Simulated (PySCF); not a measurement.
SMILES Cl[SiH2][SiH2]B (H₆BClSi₂) at its PBE0/def2-SVP optimised geometry (Å):

```
10

B      1.2593     1.0737     0.0051
Si     1.2867    -0.9612     0.0000
Si    -1.0491    -0.9612     0.0000
Cl    -1.0938     1.1971     0.0000
H      1.4487     1.6548     1.0466
H      1.4542     1.6612    -1.0316
H      1.8110    -1.6559    -1.2173
H      1.8121    -1.6612     1.2138
H     -1.8121    -1.3809    -1.2117
H     -1.8110    -1.3818     1.2121
```

Calculation: PBE0/def2-TZVP run with PySCF. Cells within 0.4 Å of a nucleus heavier than hydrogen are left out (blank, or x).

Map of the electron localisation function on the plane z = 0.0 Å:

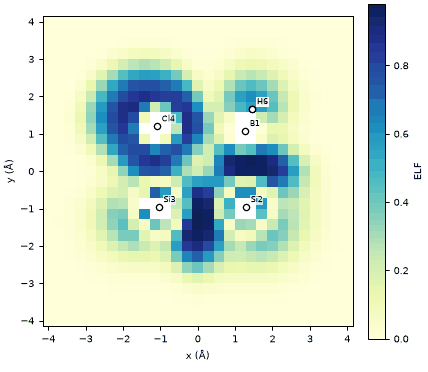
*Electron localisation function on the plane z = 0.0 Å.*
